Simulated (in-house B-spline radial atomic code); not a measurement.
The Rh³⁺ ion; electrons: [Kr] 4d6 (high spin). All runs are scalar-relativistic, spin-polarised and spherical, computed with an in-house B-spline radial code (spin-free X2C). Hartree-Fock is the average over the configuration. Wanted, and plotted below: the eigenvalue (eV) of the 4p down orbital by 6 methods.

The deepest is Hartree-Fock (−94.4) and the shallowest exchange-only LDA (−82.3), a spread of 12.1 eV. In order (eV): Hartree-Fock (−94.4), SCAN (−85.1), r2SCAN (−85.0), BP86 (−84.2), PW91 (−84.2), exchange-only LDA (−82.3). On the whole, exact exchange removes self-interaction and deepens occupied levels.

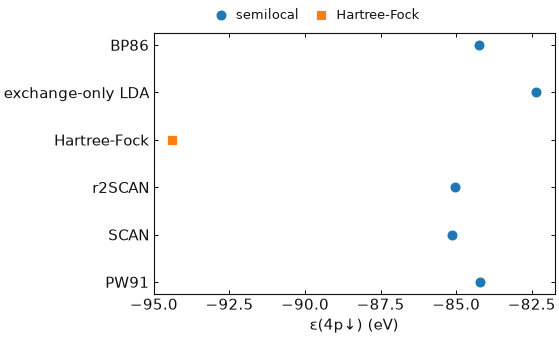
